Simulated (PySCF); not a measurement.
**IrF (triplet): density, localisation and related maps**

```
atom   x (Å)   y (Å)    z (Å)
  Ir  0.0000  0.0000  -0.1658
   F  0.0000  0.0000   1.6842
```

The calculation used PBE0/x2c-TZVPPall, spin-free X2C-1e, Gaussian nucleus, at a bond length of 1.850 Å (PySCF 2.14.0).

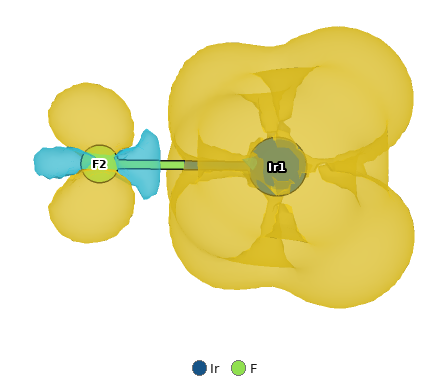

Figure 1. Isosurfaces of the spin density (α minus β) at +0.02 (yellow) and −0.02 e/Å³ (cyan), seen from one side.

Describe the spin distribution.

Answer. The unpaired spin (2 electrons) lies mostly on Ir1 (about 1.9) and F2 (about 0.1), in electrons by Hirshfeld's partition.

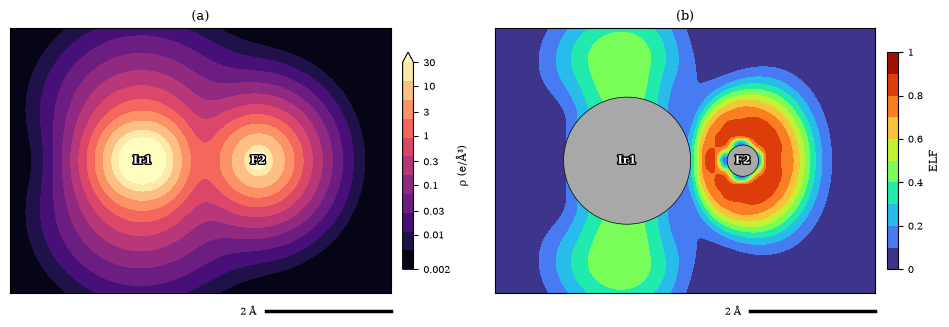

Figure 2. (a) total electron density; (b) ELF on a plane that holds the molecular axis. Grey discs cover the atomic cores in the ELF map.

What do the fields say about this system?

Answer.
- The section cuts through Ir and F sites.
- Ir–F (1.85 Å): ρ at the midpoint is about 1.2 e/Å³; the ELF peaks at about 0.80 in the valence shell of F, 0.6 Å from its nucleus, and is about 0.20 at the midpoint.

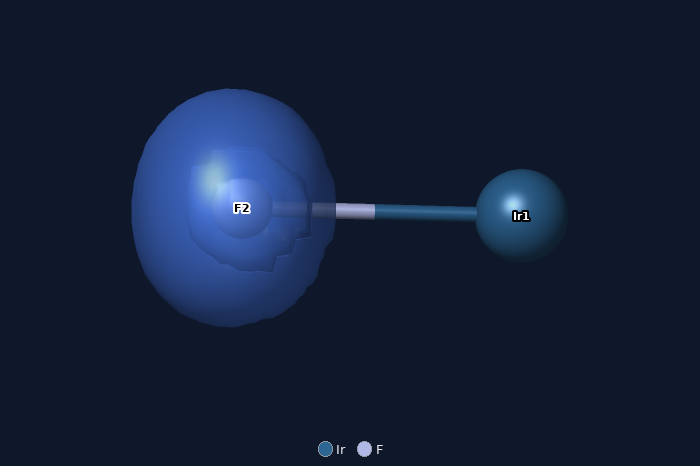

Figure 3. Isosurface of the electron localisation function at 0.75 (blue), seen from one side. Core shells and regions of very low density are left out.

What do the ELF domains correspond to?

Answer. At this value the surface marks out one region wrapped around F (its valence shell).
